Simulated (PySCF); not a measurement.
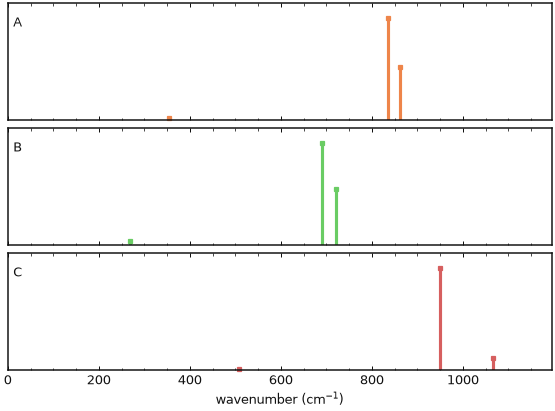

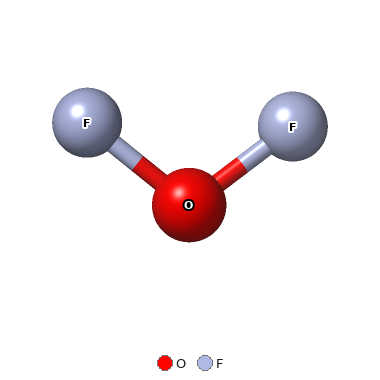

Harmonic infrared lines of OF₂, SF₂ and SeF₂, all C2v singlets, each the lowest point that its search found (OF₂ is drawn); the central atom changes down one group of the periodic table. PBE0/def2-TZVP, PySCF, unscaled, no spin-orbit coupling; each panel is scaled to its strongest line, degenerate modes are one line with their intensities summed, and dots on the axis are modes too weak to show or inactive.

**Which panel belongs to which molecule?**

A: SF₂ (strongest line 834.7 cm⁻¹); B: SeF₂ (strongest line 691.3 cm⁻¹); C: OF₂ (strongest line 949.5 cm⁻¹).

**How do the bond length and the stretches change along the series?**

Mean bond length: OF₂ 1.381, SF₂ 1.590, SeF₂ 1.730 Å, rising down the group. Highest a1 mode: OF₂ 1067, SF₂ 862, SeF₂ 722 cm⁻¹, falling down the group.

Limits of at least one run: no scalar relativity.
